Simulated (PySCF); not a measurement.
# One shape, several levels: singlet PO+

Aim: a comparison of 5 runs (M06-2X/cc-pVTZ, PBE0/cc-pVTZ, r2SCAN/cc-pVTZ, CCSDT/cc-pVTZ, CCSD(T)/cc-pVTZ) of singlet PO+. Input form: a Python script.

Program for the calculation: PySCF 2.14.0.

4 further runs of the same task are left out: 4 set aside as unsound or not needed.

## 1. The molecule

The species is PO+ (2 atoms), meant as a singlet with charge +1. As SMILES of the parent species, `O=[P]`. Geometry: relaxed at PBE0-D4/def2-TZVP. That shape belongs to the parent species and isn't relaxed for this state.

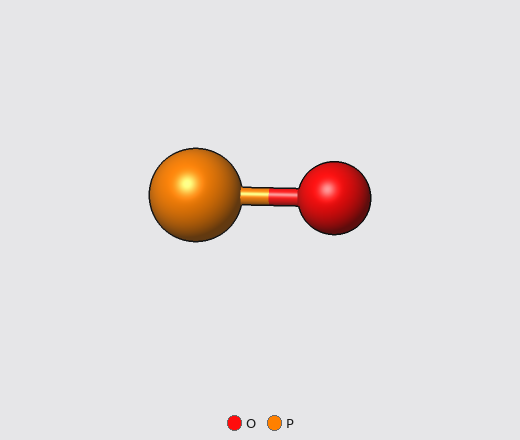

Viewed from a chosen angle; oxygen red, phosphorus orange.

## 2. A single-point energy at M06-2X/cc-pVTZ (run 1)

File calc.py:

```python
from pyscf import gto, dft

molecule = gto.M(
    atom=[
    ('O', (0.000000, -0.000000, -0.009450)),
    ('P', (-0.000000, 0.000000, 1.464540)),
],
    charge=1,
    max_memory=1860,
    spin=0,
    verbose=3,
    basis='cc-pvtz',
)

mf = dft.RKS(molecule)
mf.xc = 'm06-2x'
mf.grids.level = 5
mf.conv_tol = 1e-10
mf.kernel()
if not mf.converged:
    mf = mf.newton().run(mf.mo_coeff, mf.mo_occ)

etot = mf.e_tot
print('E = %.10f Eh' % etot)
```

On the command line:

```bash
$ OMP_NUM_THREADS=1 python calc.py
```

The log of the run:

```text
converged SCF energy = -416.221407109576
E = -416.2214071096 Eh
```

It took 6.6 s on 1 thread of Arm Neoverse V2, shared host; peak memory 0.33 GiB.

## 3. The energy at PBE0/cc-pVTZ (run 2)

File calc.py:

```python
from pyscf import gto, dft

mol = gto.M(
    atom='''
O        0.000000       0.000000      -0.009450
P        0.000000       0.000000       1.464540
''',
    charge=1,
    max_memory=1860,
    verbose=3,
    basis='cc-pvtz',
)

calc0 = dft.RKS(mol, xc='pbe0')
calc0.grids.level = 5
calc0.conv_tol = 1e-10
calc0.kernel()
if not calc0.converged:
    calc0 = calc0.newton().run(calc0.mo_coeff, calc0.mo_occ)

e_final = calc0.e_tot
print('Final energy', e_final)
```

On the command line:

```bash
$ OMP_NUM_THREADS=1 python calc.py
```

The log of the run:

```text
converged SCF energy = -416.053233857466
Final energy -416.05323385746635
```

Wall time 3.6 s (1 thread of Arm Neoverse V2, shared host); peak memory 0.3 GiB.

Runs 3 to 4 aren't shown in full; the table further down has their settings and results.

## 4. The energy at CCSD(T)/cc-pVTZ (run 5)

File calc.py:

```python
from pyscf import gto, scf, cc

mol = gto.M(
    atom='''
O        0.000000       0.000000      -0.009450
P        0.000000       0.000000       1.464540
''',
    max_memory=1860,
    basis='cc-pvtz',
    charge=1,
    verbose=3,
)

mf = scf.RHF(mol)
mf.conv_tol = 1e-10
mf.kernel()
if not mf.converged:
    mf = mf.newton().run(mf.mo_coeff, mf.mo_occ)

mycc = cc.CCSD(mf, frozen=6)
mycc.kernel()
e_t = mycc.ccsd_t()
e_final = mycc.e_tot + e_t
print(f'total energy: {e_final:.8f} hartree')
```

On the command line:

```bash
$ OMP_NUM_THREADS=1 python calc.py
```

The log of the run:

```text
converged SCF energy = -415.311349391927
E(CCSD) = -415.6767017903967  E_corr = -0.3653523984693919
CCSD(T) correction = -0.022051928201666
total energy: -415.69875372 hartree
```

It took 2.8 s on 1 thread of Arm Neoverse V2, shared host; peak memory 0.19 GiB.

## 5. Overview of the runs

```
run            level  integration grid  frozen core orbitals  energy (Eh)  HOMO energy (eV)  LUMO energy (eV)  HOMO–LUMO gap (eV)  wall time
  1   M06-2X/cc-pVTZ                 5                     –  -416.221407            -21.00            -10.41               10.60      6.6 s
  2     PBE0/cc-pVTZ                 5                     –  -416.053234            -19.52            -11.48                8.04      3.6 s
  3   r2SCAN/cc-pVTZ                 5                     –  -416.203271            -18.27            -12.37                5.90      6.6 s
  4    CCSDT/cc-pVTZ                 –                     6  -415.698824            -22.89             -7.67               15.22    3.5 min
  5  CCSD(T)/cc-pVTZ                 –                     6  -415.698754            -22.89             -7.67               15.22      2.8 s
```

## 6. What came out

| quantity | value |
| --- | --- |
| run 5: total energy | -415.69875 Eh |
| run 5: HOMO energy (Hartree–Fock orbitals) | -22.89 eV |
| run 5: LUMO energy (Hartree–Fock orbitals) | -7.67 eV |
| run 5: HOMO–LUMO gap (Hartree–Fock orbitals) | 15.22 eV |
| run 5: correlation energy (6 core orbitals frozen) | -387.4 mEh |
| run 5: (T) correction | -22.05 mEh |
| run 5: T1 diagnostic | 0.030 |

Over runs 1, 2, 3 the HOMO–LUMO gap runs from 5.90 eV (r2SCAN/cc-pVTZ) to 10.60 eV (M06-2X/cc-pVTZ). Totals of different functionals can't be ranked against each other. All runs together took 3.9 min, the longest 3.5 min.
